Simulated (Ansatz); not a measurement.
**AlSiN (triplet): RPA-PBE over vertical spin and charge gaps, cc-pVTZ**

Aim: run AlSiN (triplet) with these functionals over vertical spin and charge gaps, and hold them against the top wave-function level at the same points.

Program: Ansatz 0.2.0, Gaussian basis. Level of theory: cc-pVTZ, all electrons in the functionals, frozen cores in the correlation of double hybrids and RPA. These are calculated values, not measurements.

To be run: RPA-PBE, at charge 0, triplet; charge 0, singlet; charge 0, quintet; charge 1, doublet; charge 1, quartet.

10 further runs of the same task are left out: 4 for a known fault of the program, 6 set aside as unsound or not needed.

**1. The geometry**

The geometry is a PBE0/def2-TZVP stationary point (not a proven minimum).

3 atoms, charge 0, spin multiplicity 3.

Atoms are counted from 1 here; the program's logs count them from 0.

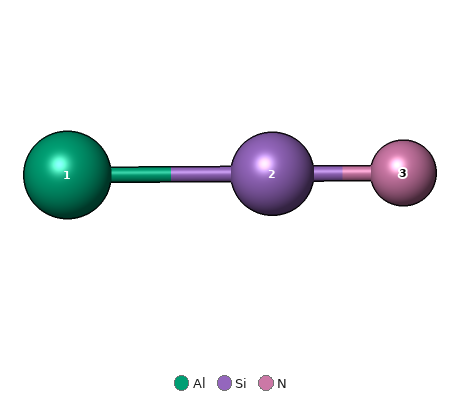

The geometry (aluminium teal, silicon purple, nitrogen pink); atoms are numbered from 1 in the order of the file.

As a file:

```xyz
3
charge 0, multiplicity 3
Al    0.00000    0.00000    2.16820
Si    0.00000    0.00000   -0.29600
N     0.00000    0.00000   -1.87220
```

No dispersion term is added.

The geometry shown and the zero of energy belong to the point charge 0, triplet. The yardstick, UCCSD(T), and other wave-function levels (R restricted, U unrestricted, valence and pair active spaces) come from earlier runs.

**2. RPA-PBE, charge 0, triplet**

The input, in.yaml:

```yaml
crystal:
  periodic: [false, false, false]
  atoms:
    - {symbol: Al, position_ang: [0.000000, 0.000000, 2.168200]}
    - {symbol: Si, position_ang: [0.000000, 0.000000, -0.296000]}
    - {symbol: N, position_ang: [0.000000, 0.000000, -1.872200]}
basis:
  gaussian: {orbitals: cc-pVTZ}
magnetization: {spin_polarized: true, initial_magnetization: 2}
hamiltonian: {xc: {name: PBE}}
correlation: {method: rpa, electrons: outside_noble_gas}
```

Run with:

```sh
ansatz run in.yaml --threads 2 --pin off --events-out ev --progress --plain --max-ram 16896MiB --backend cuda --devices 0, --max-vram 18GiB
```

The program printed:

```text
Functional definition: PBE
  name "PBE"
  cite "Perdew, Burke & Ernzerhof, Phys. Rev. Lett. 77, 3865 (1996) doi:10.1103/PhysRevLett.77.3865"
  parent pbe
  parameter kappa = 0.804
  parameter beta = 0.06672455060314922
  exchange = pbe_x(kappa = kappa, mu = beta*pi^2/3)
  correlation = pbe_c(beta = beta)
612 factors; integrals over basis functions are off by at most 1.6e-3 eV
mean field evaluation 1: about -15924.4938 eV, gradient 7.0e1 eV
mean field evaluation 2: about -15924.4893 eV, gradient 7.0e1 eV
mean field evaluation 4: about -15941.5713 eV, gradient 3.3e1 eV
mean field evaluation 8: about -15951.5044 eV, gradient 1.3e0 eV
mean field evaluation 16: about -15951.5281 eV, gradient 5.8e-3 eV
mean field evaluation 32: about -15951.0070 eV, gradient 6.1e-2 eV
mean field evaluation 64: about -15951.0458 eV, gradient 1.0e0 eV
mean field evaluation 96: about -15941.5344 eV, gradient 2.5e1 eV
mean field evaluation 128: about -15950.6816 eV, gradient 1.1e-1 eV
mean field evaluation 160: about -15915.6255 eV, gradient 3.0e1 eV
mean field -15951.52813159 eV, -586.2078465018 hartree, gradient 3.6e-6 eV, S^2 2.014596; 11 other end points of the search recorded, 0 dependent functions left out
11 core orbitals not correlated: weight in the atoms' cores, before any rotation towards them, 1.000 or more for the frozen orbitals, at most 0.000 for the correlated occupied ones
reference -15921.43257610 eV, -585.1018552370 hartree; 7, 5 occupied and 80, 82 virtual orbitals, 612 factors
Total energy: -15938.48281428 eV, -585.7284399330 hartree
```

Wall time 5.5 s (1 × H100 (card shared with other runs) with 2 threads of AMD EPYC 7R13, shared host); peak host memory 0.88 GiB.

From the report: ⟨S²⟩ of the determinant 2.015 (pure triplet: 2.00).

**3. RPA-PBE, charge 0, singlet**

Edit in.yaml of step 2 so:

```diff
@@ -8,3 +8,3 @@
   gaussian: {orbitals: cc-pVTZ}
-magnetization: {spin_polarized: true, initial_magnetization: 2}
+magnetization: {spin_polarized: true, initial_magnetization: 0}
 hamiltonian: {xc: {name: PBE}}
```

Run with:

```sh
ansatz run in.yaml --threads 1 --pin off --events-out ev --progress --plain --max-ram 2816MiB --backend cpu
```

The program printed (excerpt; [...] marks lines left out):

```text
Functional definition: PBE
  name "PBE"
  cite "Perdew, Burke & Ernzerhof, Phys. Rev. Lett. 77, 3865 (1996) doi:10.1103/PhysRevLett.77.3865"
  parent pbe
[...]
612 factors; integrals over basis functions are off by at most 1.6e-3 eV
[...]
mean field -15952.85701304 eV, -586.2566819945 hartree, gradient 2.9e-6 eV, S^2 0.000000; 7 other end points of the search recorded, 0 dependent functions left out
11 core orbitals not correlated: weight in the atoms' cores, before any rotation towards them, 1.000 or more for the frozen orbitals, at most 0.000 for the correlated occupied ones
reference -15922.72668906 eV, -585.1494130112 hartree; 6, 6 occupied and 81, 81 virtual orbitals, 612 factors
Total energy: -15940.00437246 eV, -585.7843561650 hartree
```

Run time: 7.5 s. Hardware: 1 thread of AMD EPYC 7R13, shared host.

From the report: ⟨S²⟩ of the determinant 0.000 (pure singlet: 0.00).

From charge 0, triplet: -35.1 kcal/mol.

**4. RPA-PBE, charge 0, quintet**

Edit in.yaml of step 3 so:

```diff
@@ -8,3 +8,3 @@
   gaussian: {orbitals: cc-pVTZ}
-magnetization: {spin_polarized: true, initial_magnetization: 0}
+magnetization: {spin_polarized: true, initial_magnetization: 4}
 hamiltonian: {xc: {name: PBE}}
```

Run with:

```sh
ansatz run in.yaml --threads 2 --pin off --events-out ev --progress --plain --max-ram 16896MiB --backend cuda --devices 0, --max-vram 18GiB
```

The program printed (excerpt; [...] marks lines left out):

```text
Functional definition: PBE
  name "PBE"
  cite "Perdew, Burke & Ernzerhof, Phys. Rev. Lett. 77, 3865 (1996) doi:10.1103/PhysRevLett.77.3865"
  parent pbe
[...]
612 factors; integrals over basis functions are off by at most 1.6e-3 eV
[...]
mean field -15949.73348977 eV, -586.1418946313 hartree, gradient 5.4e-6 eV, S^2 6.006326; 9 other end points of the search recorded, 0 dependent functions left out
11 core orbitals not correlated: weight in the atoms' cores, before any rotation towards them, 1.000 or more for the frozen orbitals, at most 0.000 for the correlated occupied ones
reference -15921.44532259 eV, -585.1023236620 hartree; 8, 4 occupied and 79, 83 virtual orbitals, 612 factors
Total energy: -15936.61503720 eV, -585.6598003914 hartree
```

It took 7 s on 1 × H100 (card shared with other runs) with 2 threads of AMD EPYC 7R13, shared host; peak host memory 0.88 GiB.

From the report: ⟨S²⟩ of the determinant 6.006 (pure quintet: 6.00).

From charge 0, triplet: +43.1 kcal/mol.

**5. RPA-PBE, charge 1, doublet**

Edit in.yaml of step 4 so:

```diff
@@ -8,3 +8,4 @@
   gaussian: {orbitals: cc-pVTZ}
-magnetization: {spin_polarized: true, initial_magnetization: 4}
+total_charge: 1
+magnetization: {spin_polarized: true, initial_magnetization: 1}
 hamiltonian: {xc: {name: PBE}}
```

The command is unchanged.

The program printed (excerpt; [...] marks lines left out):

```text
Functional definition: PBE
  name "PBE"
  cite "Perdew, Burke & Ernzerhof, Phys. Rev. Lett. 77, 3865 (1996) doi:10.1103/PhysRevLett.77.3865"
  parent pbe
[...]
612 factors; integrals over basis functions are off by at most 1.6e-3 eV
[...]
mean field -15944.31448272 eV, -585.9427497953 hartree, gradient 2.3e-6 eV, S^2 0.785304; 7 other end points of the search recorded, 0 dependent functions left out
11 core orbitals not correlated: weight in the atoms' cores, before any rotation towards them, 1.000 or more for the frozen orbitals, at most 0.000 for the correlated occupied ones
reference -15914.66493384 eV, -584.8531489715 hartree; 6, 5 occupied and 81, 82 virtual orbitals, 612 factors
Total energy: -15931.19199411 eV, -585.4605072337 hartree
```

Wall time 3 s (1 × H100 (card shared with other runs) with 2 threads of AMD EPYC 7R13, shared host); peak host memory 0.9 GiB.

From the report: ⟨S²⟩ of the determinant 0.785 (pure doublet: 0.75).

From charge 0, triplet: +168.1 kcal/mol.

**6. RPA-PBE, charge 1, quartet**

Edit in.yaml of step 5 so:

```diff
@@ -9,3 +9,3 @@
 total_charge: 1
-magnetization: {spin_polarized: true, initial_magnetization: 1}
+magnetization: {spin_polarized: true, initial_magnetization: 3}
 hamiltonian: {xc: {name: PBE}}
```

Same command.

The program printed (excerpt; [...] marks lines left out):

```text
Functional definition: PBE
  name "PBE"
  cite "Perdew, Burke & Ernzerhof, Phys. Rev. Lett. 77, 3865 (1996) doi:10.1103/PhysRevLett.77.3865"
  parent pbe
[...]
612 factors; integrals over basis functions are off by at most 1.6e-3 eV
[...]
mean field -15942.56388921 eV, -585.8784166705 hartree, gradient 3.4e-6 eV, S^2 3.760394; 14 other end points of the search recorded, 0 dependent functions left out
11 core orbitals not correlated: weight in the atoms' cores, before any rotation towards them, 1.000 or more for the frozen orbitals, at most 0.000 for the correlated occupied ones
reference -15914.67697827 eV, -584.8535915961 hartree; 7, 4 occupied and 80, 83 virtual orbitals, 612 factors
Total energy: -15929.31081886 eV, -585.3913753186 hartree
```

It took 3.7 s on 1 × H100 (card shared with other runs) with 2 threads of AMD EPYC 7R13, shared host; peak host memory 0.88 GiB.

From the report: ⟨S²⟩ of the determinant 3.760 (pure quartet: 3.75).

From charge 0, triplet: +211.5 kcal/mol.

**7. Against the wave-function levels**

No level is safe as a reference over these points; UCCSD(T) serves as a yardstick only. It comes from earlier runs at the same points. Energies in kcal/mol, counted from charge 0, triplet; blanks weren't run or aren't comparable.

| level | triplet to singlet | triplet to quintet | ionisation to the doublet cation | ionisation to the quartet cation |
| --- | --- | --- | --- | --- |
| UCCSD(T) | -36.7 | 39.4 | 162.7 | 204.6 |
| RPA-PBE | -35.1 | 43.1 | 168.1 | 211.5 |

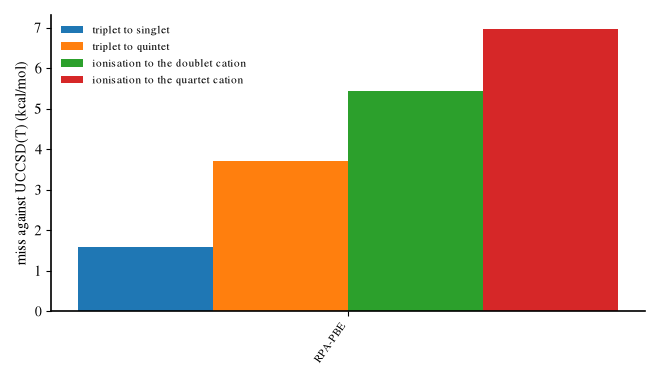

Misses of the gaps against UCCSD(T).

Largest miss and mean time a point (UCCSD(T) took 14 s a point; shared hosts):

| level | largest miss (kcal/mol) | where | time a point |
| --- | --- | --- | --- |
| RPA-PBE | +7.0 | ionisation to the quartet cation | 5.3 s |

**8. Summary of results**

| quantity | value |
| --- | --- |
| triplet to singlet, UCCSD(T) | -36.7 kcal/mol |
| triplet to quintet, UCCSD(T) | 39.4 kcal/mol |
| ionisation to the doublet cation, UCCSD(T) | 162.7 kcal/mol |
| ionisation to the quartet cation, UCCSD(T) | 204.6 kcal/mol |
| largest miss, RPA-PBE | +7.0 kcal/mol (ionisation to the quartet cation) |

**Reading.** RPA-PBE strays by up to 7.0 kcal/mol, at ionisation to the quartet cation. Functionals and the yardstick converge differently with the basis, so part of each miss in cc-pVTZ is the basis. The yardstick itself may be off where one determinant is a poor start.
